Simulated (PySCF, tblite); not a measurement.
# C₆H₁₂Si: geometry, infrared bands and NMR shifts

Aim: predict the infrared bands and NMR shifts of C₆H₁₂Si (`C=C1CC[Si]1(C)C`).

Computed with tblite 0.8.0 and PySCF 2.14.0, with density-fitted response routines of our own, on a single molecule in the gas phase. Atoms count from 0, in the outputs and in this text.

## (1) The starting structure

19 atoms, charge 0, multiplicity 1; geometry from: force field or distance geometry start.

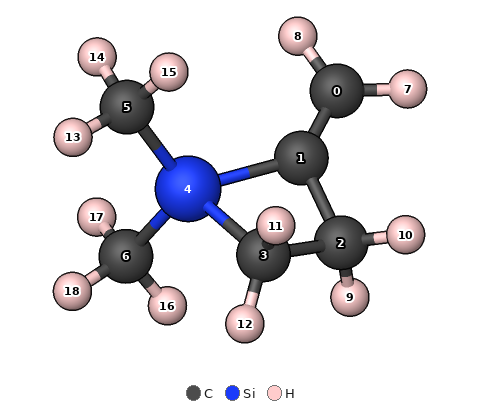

The starting geometry (carbon dark grey, silicon blue, hydrogen pink), atoms numbered.

## (2) Relaxing the molecule with GFN2-xTB

Job settings and geometry (Å):

```
{"job": {"kind": "relax", "xc": "GFN2-xTB", "basis": "xTB"}, "charge": 0, "multiplicity": 1}
C     -1.599700     1.384200     1.295300
C     -1.074700     0.396700     0.574300
C     -1.661500    -0.928800     0.066500
C     -0.601300    -1.040300    -1.086000
Si     0.601800     0.037800    -0.129300
C      1.329500     1.333200    -1.191400
C      1.740200    -0.921300     0.909800
H     -2.642400     1.345600     1.606100
H     -1.019800     2.253400     1.582400
H     -1.657400    -1.760400     0.783800
H     -2.700200    -0.870100    -0.322900
H     -0.928000    -0.613600    -2.027300
H     -0.269100    -2.069200    -1.261100
H      2.104300     0.924300    -1.858700
H      1.808300     2.125300    -0.588500
H      0.581200     1.822700    -1.806900
H      1.219700    -1.711200     1.467300
H      2.237100    -0.295400     1.653100
H      2.522100    -1.403700     0.326000
```

Launch:

```bash
$ OMP_NUM_THREADS=1 python probes_run.py task.json out
```

One launch serves the whole session: the jobs run in the order shown.

The log of the run:

```text
step      E/eV     max force
  0    -560.61312    2.344
  1    -560.80982    1.068
  2    -560.87338    0.787
  3    -560.92238    0.466
  4    -560.95281    0.339
  5    -560.97641    0.348
  6    -560.99072    0.289
  7    -561.00444    0.265
  8    -561.01409    0.220
  9    -561.02113    0.177
 10    -561.02596    0.154
 11    -561.02975    0.178
 12    -561.03345    0.193
 13    -561.03746    0.167
 14    -561.04103    0.133
 15    -561.04377    0.112
 16    -561.04597    0.144
 17    -561.04816    0.153
 18    -561.05046    0.130
 19    -561.05244    0.099
 20    -561.05402    0.107
 21    -561.05548    0.099
 22    -561.05688    0.084
 23    -561.05797    0.073
 24    -561.05879    0.073
 25    -561.05956    0.080
 26    -561.06048    0.088
 27    -561.06159    0.090
 28    -561.06287    0.095
 29    -561.06442    0.114
 30    -561.06640    0.118
 31    -561.06846    0.102
 32    -561.06995    0.103
 33    -561.07077    0.097
 34    -561.07135    0.089
 35    -561.07212    0.076
 36    -561.07300    0.093
 37    -561.07371    0.080
 38    -561.07412    0.051
 39    -561.07440    0.046
 40    -561.07472    0.048
 41    -561.07508    0.065
 42    -561.07542    0.065
 43    -561.07573    0.050
 44    -561.07604    0.037
 45    -561.07634    0.045
 46    -561.07661    0.051
 47    -561.07681    0.046
 48    -561.07700    0.037
 49    -561.07728    0.041
 50    -561.07772    0.064
 51    -561.07830    0.082
 52    -561.07893    0.078
 53    -561.07952    0.060
 54    -561.08014    0.066
 55    -561.08094    0.074
 56    -561.08195    0.095
 57    -561.08299    0.095
 58    -561.08387    0.080
 59    -561.08461    0.077
 60    -561.08515    0.093
 61    -561.08590    0.093
 62    -561.08654    0.069
 63    -561.08742    0.071
 64    -561.08772    0.064
 65    -561.08830    0.045
 66    -561.08848    0.028
 67    -561.08864    0.032
 68    -561.08879    0.032
 69    -561.08894    0.033
 70    -561.08908    0.029
 71    -561.08919    0.029
 72    -561.08931    0.021
 73    -561.08940    0.021
 74    -561.08946    0.022
 75    -561.08950    0.018
 76    -561.08956    0.020
 77    -561.08964    0.024
 78    -561.08975    0.022
 79    -561.08984    0.018
 80    -561.08991    0.027
 81    -561.08996    0.016
 82    -561.09002    0.016
 83    -561.09010    0.019
 84    -561.09015    0.018
 85    -561.09023    0.020
 86    -561.09031    0.028
 87    -561.09040    0.032
 88    -561.09051    0.031
 89    -561.09067    0.025
 90    -561.09083    0.023
 91    -561.09092    0.017
 92    -561.09096    0.012
 93    -561.09099    0.012
 94    -561.09101    0.010
```

Wall time 1.1 s (1 thread of Arm Neoverse N1, shared host); peak memory 0.18 GiB.

Step by step: (not every step is listed)

```
step  energy from step 0 (eV)  largest force (eV/Å)
   0                   0.0000                2.3442
   1                  -0.1967                1.0684
   2                  -0.2603                0.7873
   3                  -0.3093                0.4657
   4                  -0.3397                0.3391
   5                  -0.3633                0.3483
   6                  -0.3776                0.2892
   7                  -0.3913                0.2652
   8                  -0.4010                0.2201
  16                  -0.4329                0.1436
  24                  -0.4457                0.0730
  32                  -0.4568                0.1034
  40                  -0.4616                0.0476
  48                  -0.4639                0.0370
  56                  -0.4688                0.0954
  64                  -0.4746                0.0636
  72                  -0.4762                0.0210
  80                  -0.4768                0.0272
  88                  -0.4774                0.0313
  89                  -0.4776                0.0252
  90                  -0.4777                0.0231
  91                  -0.4778                0.0166
  92                  -0.4778                0.0117
  93                  -0.4779                0.0124
  94                  -0.4779                0.0103
```

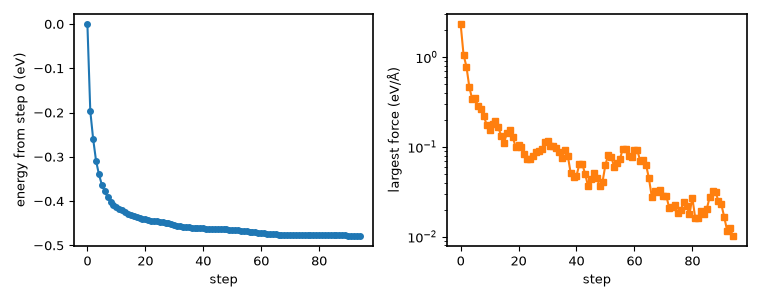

Energy and largest force along the relaxation.

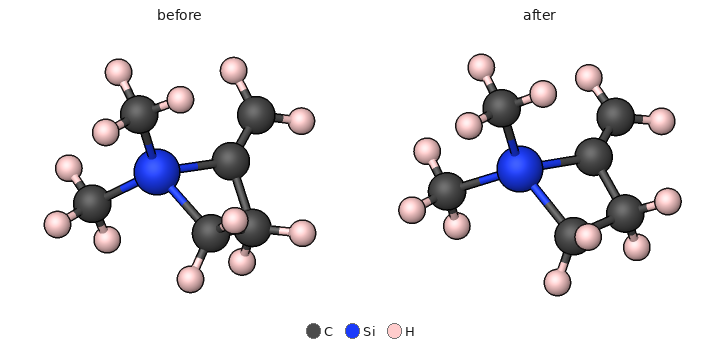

The geometry before (left) and after (right).

Distances of close pairs at the start and the end, largest changes first:

```
  bond  before (Å)  after (Å)  change (Å)
Si4–C6       1.815      1.903      +0.088
Si4–C5       1.826      1.903      +0.077
C1–Si4       1.853      1.900      +0.047
C3–Si4       1.878      1.925      +0.047
 C2–C3       1.570      1.544      -0.026
 C1–C2       1.536      1.512      -0.023
C2–H10       1.111      1.090      -0.021
C5–H14       1.105      1.085      -0.019
```

The final coordinates are the input of the step that follows.

## (3) Vibrational analysis with GFN2-xTB

Job settings and geometry (Å):

```
{"job": {"kind": "ir", "xc": "GFN2-xTB", "basis": "xTB"}, "charge": 0, "multiplicity": 1}
C     -1.595863     1.183252     1.519158
C     -1.096479     0.353820     0.620296
C     -1.824886    -0.697848    -0.186540
C     -0.643233    -1.242033    -1.017202
Si     0.587422    -0.025521    -0.174833
C      1.338988     1.341272    -1.265066
C      1.919246    -0.811451     0.934007
H     -2.644271     1.185230     1.782489
H     -0.977847     1.899644     2.035107
H     -2.278023    -1.457697     0.450827
H     -2.612637    -0.265565    -0.803906
H     -0.790897    -1.113333    -2.086514
H     -0.462724    -2.299801    -0.842177
H      2.099683     0.941335    -1.928092
H      1.805959     2.105074    -0.651667
H      0.582245     1.822374    -1.876000
H      1.502975    -1.592403     1.561584
H      2.367531    -0.066775     1.583513
H      2.713007    -1.250322     0.337555
```

The log of the run:

```text
mode    cm-1     km/mol
  1      41.5      0.04
  2      87.1      0.01
  3      96.4      0.18
  4      98.3      0.02
  5     156.9      3.29
  6     158.2      2.19
  7     170.3      3.29
  8     315.5      9.34
  9     353.6     16.86
 10     473.2     11.14
 11     606.8     12.11
 12     640.0      0.01
 13     683.6      7.43
 14     685.5     19.72
 15     760.8     25.35
 16     766.6      4.65
 17     782.2      0.22
 18     825.0    130.88
 19     835.9    180.63
 20     869.9    204.80
 21     883.2     27.42
 22     905.5     52.54
 23     925.7      3.73
 24    1031.4      0.24
 25    1074.1      2.07
 26    1144.9      7.82
 27    1191.4      1.40
 28    1204.8      6.81
 29    1256.5      2.38
 30    1363.6     15.00
 31    1367.2      6.13
 32    1417.1      0.23
 33    1458.6      0.78
 34    1478.3      0.05
 35    1480.2      0.15
 36    1482.9      1.52
 37    1483.6      0.55
 38    1488.8      1.54
 39    1715.2      4.88
 40    2966.8     20.77
 41    2986.3     45.73
 42    3010.4     70.07
 43    3021.7     33.59
 44    3042.0      1.46
 45    3045.0     39.95
 46    3046.8      2.39
 47    3049.2     40.43
 48    3052.0     51.54
 49    3053.4     28.49
 50    3054.2     58.94
 51    3098.7     44.03
```

Run time: 1.2 s. Hardware: 1 thread of Arm Neoverse N1, shared host; peak memory 0.18 GiB.

Which atoms move in the most intense modes:

```
cm⁻¹  km/mol                                   atoms
 825   130.9            Si4 20 %, H16 18 %, H15 18 %
 836   180.6  H13 19 %, H18 18 %, H17 14 %, H14 13 %
 870   204.8                      Si4 27 %, H15 10 %
 906    52.5               H8 38 %, H7 32 %, C0 21 %
2986    45.7                       H10 51 %, H9 43 %
3010    70.1                      H12 49 %, H11 37 %
3052    51.5            H15 37 %, H17 33 %, H14 16 %
3054    58.9                                 H7 89 %
```

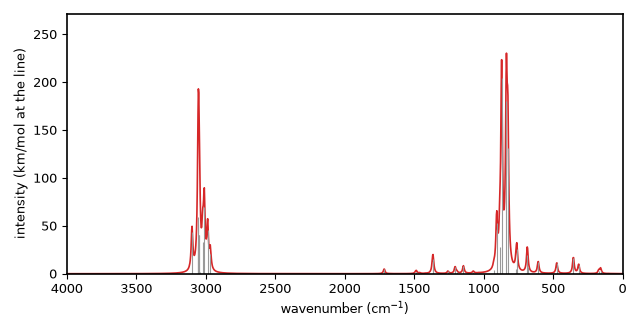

The infrared spectrum from these modes, unscaled. Lines are broadened to a width of 14 cm⁻¹ (Lorentzian).

## (4) Nuclear shieldings: PBE0/pcSseg-1

Same as in step 3 but for these lines:

```diff
@@ -1,2 +1,2 @@
-{"job": {"kind": "ir", "xc": "GFN2-xTB", "basis": "xTB"}, "charge": 0, "multiplicity": 1}
+{"job": {"kind": "nmr", "xc": "PBE0", "basis": "pcSseg-1"}, "charge": 0, "multiplicity": 1}
 C     -1.595863     1.183252     1.519158
```

With the program's defaults for keys left out, this is: GIAO PBE0/pcSseg-1 NMR shielding, non-relativistic, gas phase.

The log of the run:

```text
coarse grid: 15584 points
cycle   1  E = -524.7565995953  dE =  5.944e-01  |g| = 5.559e-01  |ddm| = 3.856e+00
cycle   2  E = -524.7417708735  dE =  1.483e-02  |g| = 6.088e-01  |ddm| = 1.019e+00
cycle   3  E = -524.8380989463  dE = -9.633e-02  |g| = 7.367e-02  |ddm| = 5.918e-01
cycle   4  E = -524.8391664592  dE = -1.068e-03  |g| = 3.449e-02  |ddm| = 8.930e-02
cycle   5  E = -524.8394711797  dE = -3.047e-04  |g| = 4.834e-03  |ddm| = 3.012e-02
cycle   6  E = -524.8394761054  dE = -4.926e-06  |g| = 1.757e-03  |ddm| = 5.200e-03
final grid: 143640 points
cycle   7  E = -524.8819653663  dE = -3.285e-05  |g| = 9.046e-03  |ddm| = 2.617e-02
cycle   8  E = -524.8819593272  dE =  6.039e-06  |g| = 1.029e-02  |ddm| = 1.721e-02
cycle   9  E = -524.8819866578  dE = -2.733e-05  |g| = 1.079e-03  |ddm| = 9.631e-03
cycle  10  E = -524.8819869260  dE = -2.682e-07  |g| = 3.119e-04  |ddm| = 1.144e-03
cycle  11  E = -524.8819869490  dE = -2.301e-08  |g| = 8.293e-05  |ddm| = 2.786e-04
cycle  12  E = -524.8819869507  dE = -1.638e-09  |g| = 2.162e-05  |ddm| = 9.692e-05
cycle  13  E = -524.8819869508  dE = -1.104e-10  |g| = 2.610e-06  |ddm| = 2.308e-05
converged SCF energy = -524.8819869508

GIAO shielding tensors (ppm)
atom      isotropic    diamagn.    paramagn.     s11        s22        s33       span
  0 C       55.416     253.386    -197.970    -61.816     70.981    157.083    218.900
  1 C       17.621     264.141    -246.521    -83.125      1.761    134.226    217.350
  2 C      154.892     250.502     -95.610    139.323    152.314    173.039     33.716
  3 C      174.546     255.236     -80.690    160.807    172.865    189.965     29.158
  4 Si     340.276     880.973    -540.696    302.411    345.789    372.627     70.216
  5 C      186.446     254.212     -67.766    182.571    183.971    192.796     10.224
  6 C      186.394     254.204     -67.810    182.696    183.799    192.686      9.990
  7 H       25.809      30.348      -4.539     22.311     25.121     29.995      7.685
  8 H       26.074      32.158      -6.084     22.328     25.137     30.756      8.428
  9 H       28.836      31.149      -2.313     24.712     27.734     34.062      9.350
 10 H       28.845      31.168      -2.323     24.710     27.749     34.076      9.366
 11 H       30.441      32.061      -1.620     27.101     28.245     35.978      8.877
 12 H       30.454      32.086      -1.632     27.110     28.260     35.991      8.882
 13 H       31.528      30.178       1.350     27.444     28.812     38.327     10.883
 14 H       31.455      30.948       0.507     27.249     28.935     38.182     10.933
 15 H       31.350      31.572      -0.222     26.828     29.072     38.150     11.322
 16 H       31.355      31.560      -0.205     26.812     29.095     38.158     11.346
 17 H       31.458      30.948       0.510     27.244     28.890     38.240     10.996
 18 H       31.524      30.171       1.353     27.431     28.875     38.266     10.835
```

Run time: 67 s. Hardware: 1 thread of Arm Neoverse N1, shared host; peak memory 0.84 GiB.

The references, computed at this level on geometries of the same kind, shield at (ppm): 1H TMS 31.72, 13C TMS 186.9, 29Si TMS 349.2. Their shielding less the atom's gives the shift. The references are single molecules in the gas phase. Atoms listed in one row are averaged.

```
                       atoms                                  environment  σ (ppm)  δ (ppm)  δ scaled to CDCl3
                          C1              fully substituted alkene carbon     17.6    169.3              163.3
                          C0                         terminal =CH2 carbon     55.4    131.5              126.4
                          C2                              allylic sp3 CH2    154.9     32.0               29.3
                          C3                         sp3 CH2 bonded to Si    174.5     12.4               10.2
                      C5, C6                   methyl carbon bonded to Si    186.4      0.5               -1.4
                          H7           hydrogen on a terminal =CH2 carbon    25.81     5.91               5.68
                          H8           hydrogen on a terminal =CH2 carbon    26.07     5.64               5.43
                     H9, H10               hydrogen on an allylic sp3 CH2    28.84     2.88               2.82
                    H11, H12          hydrogen on an sp3 CH2 bonded to Si    30.45     1.27               1.30
H13, H14, H15, H16, H17, H18     hydrogen on a methyl carbon bonded to Si    31.45     0.27               0.36
                         Si4  silicon bonded to 4 C, in a 4-membered ring    340.3      8.9                  –
```

The scaled column applies a straight-line fit of computed shieldings to shifts measured in CDCl3 (root-mean-square error 0.16 ppm for H, 1.9 ppm for C).

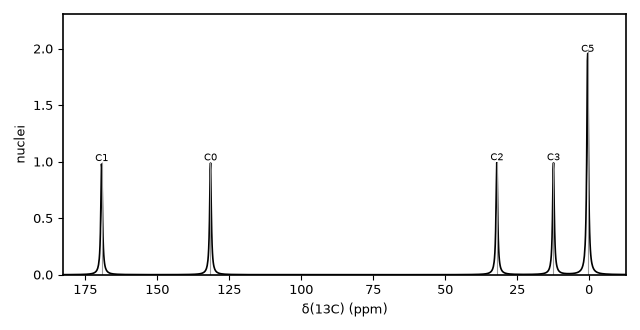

13C lines at the computed shifts, without couplings. Lines are broadened to a width of 0.68 ppm (Lorentzian).

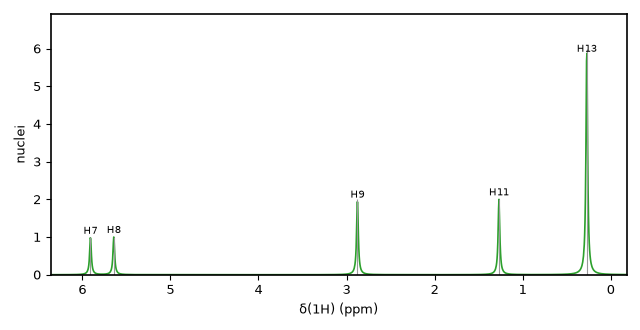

1H lines at the computed shifts, without couplings. Lines are broadened to a width of 0.02 ppm (Lorentzian).

Charges from the same density, by scheme (e):

```
 atoms  Mulliken    IAO  Hirshfeld  ESP fit
    C0     -0.08  -0.31      -0.11    -0.53
    C1     -0.60  -0.25      -0.09    -0.14
    C2     -0.13  -0.26      -0.08     0.16
    C3     -0.54  -0.55      -0.17    -0.63
   Si4      1.02   1.03       0.41     0.94
C5, C6     -0.61  -0.72      -0.21    -0.81
```

Hirshfeld charges:

C0 -0.11; C1 -0.09; C2 -0.08; C3 -0.17; Si4 0.41; C5 -0.21; C6 -0.21; H7 0.04; H8 0.04; H9 0.04; H10 0.04; H11 0.03; H12 0.03; H13 0.04; H14 0.04; H15 0.04; H16 0.04; H17 0.04; H18 0.04

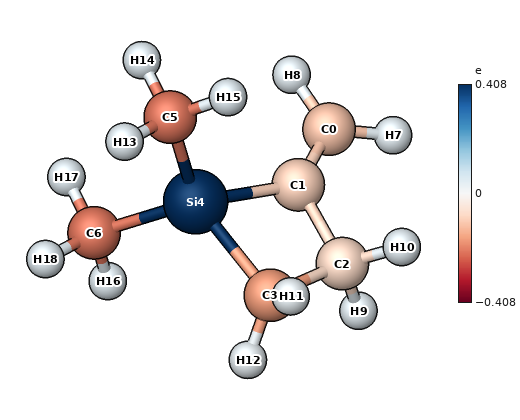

Hirshfeld charges, as colours on the atoms.

Mayer bond orders: C0–C1 1.99, C1–C2 1.02, C2–C3 1.01, C3–Si4 0.90, Si4–C5 0.97, Si4–C6 0.97, Si4–C1 0.82.

Ring of atoms C1, C2, C3, Si4: NICS(0) 3.3, NICS(1) -0.7, NICS(1)zz 3.0 ppm (means of both faces).

Orbitals, density, ELF and potential are computed afterwards from the orbital file.

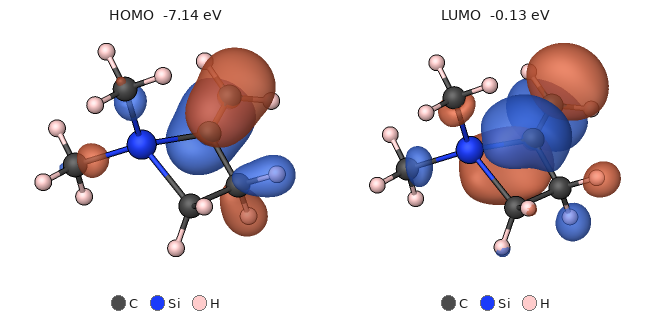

Frontier orbitals at PBE0/pcSseg-1; each surface holds 70 % of the orbital's density, blue and red mark the sign.

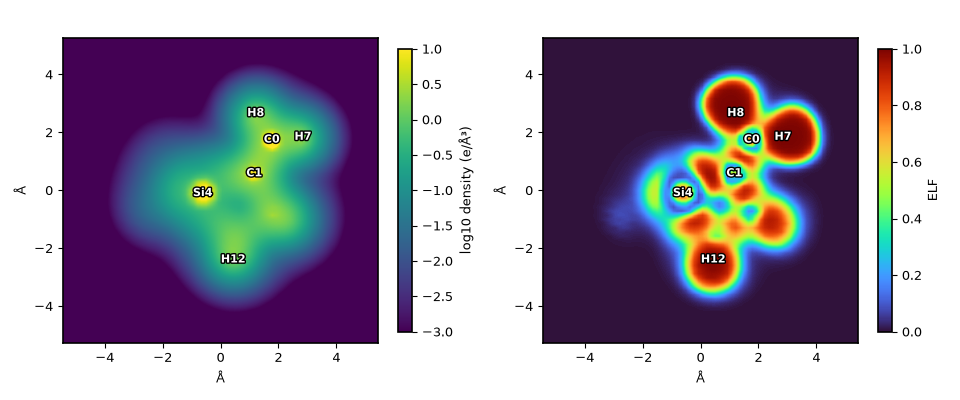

Density (left) and ELF (right) in a plane through or near 6 of the atoms.

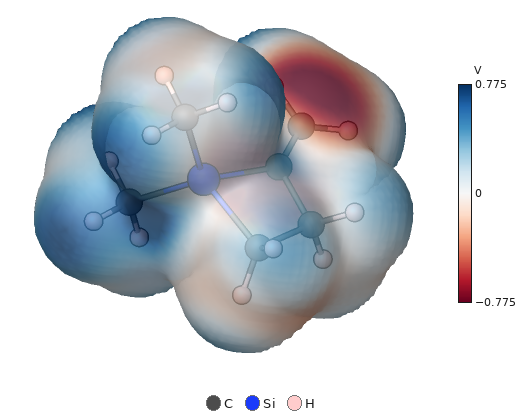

The potential that a unit positive charge feels on the 0.002 e/bohr³ surface, from -0.78 V near C0 to 0.77 V near H17.

## (5) What came out

| quantity | value |
| --- | --- |
| strongest single infrared mode (GFN2-xTB) | 870 cm⁻¹, 205 km/mol |
| zero-point energy (GFN2-xTB) | 100.3 kcal/mol |
| 13C shifts against TMS (PBE0/pcSseg-1, means over atoms taken as alike) | 169.3, 131.5, 32.0, 12.4, 0.5 ppm |
| 1H shifts against TMS (PBE0/pcSseg-1, means over atoms taken as alike) | 5.91, 5.64, 2.88, 1.27, 0.27 ppm |
| 29Si shifts against TMS (PBE0/pcSseg-1) | 8.9 ppm |
| surface potential, least and greatest | -0.78 V and 0.77 V |

**Reading.** Over 94 steps the energy fell by 0.478 eV; of the close pairs, Si4–C6 changed most, 1.815 to 1.903 Å. No mode is imaginary among the 51: a minimum at this level. The strongest single mode, at 870 cm⁻¹, is spread over many atoms; the largest shares are those of Si4, H15. Unscaled tight-binding wavenumbers are off by several per cent, some by more. Its intensities can rank the bands wrongly.
